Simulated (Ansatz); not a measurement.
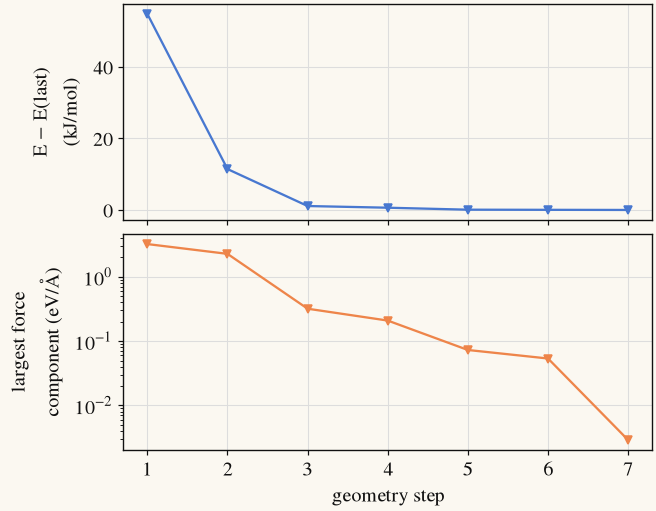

History of a geometry optimisation.

```
crystal:
  periodic: [false, false, false]
  atoms:
    - {symbol: Si, position_ang: [-0.607940, -0.633593, -0.304516]}
    - {symbol: Te, position_ang: [0.953860, 1.204250, 0.280971]}
    - {symbol: H, position_ang: [-1.235768, -1.013402, 0.891118]}
    - {symbol: H, position_ang: [0.597281, -1.617673, -0.109569]}
    - {symbol: H, position_ang: [0.222924, 2.379565, -0.844645]}
basis:
  gaussian: {orbitals: def2-SVP}
total_charge: -1
hamiltonian: {xc: hf}
relax: {f_tol: 0.01, max_steps: 80, max_displacement: 0.2}
```

Command:
```bash
ansatz run in.yaml --threads 2 --pin off --events-out ev --progress --plain --max-ram 3481MiB
```

How did the optimisation end?

Answer. The optimisation met its thresholds at geometry 7, counting the start as the first. The energy fell by about 55 kJ/mol from the first step to the last. The largest force component goes from about 3.2 eV/Å at the start to 2.9 × 10⁻³ eV/Å at the end.

By which step was nine tenths of the energy gained?

Answer. By step 3 of 7.
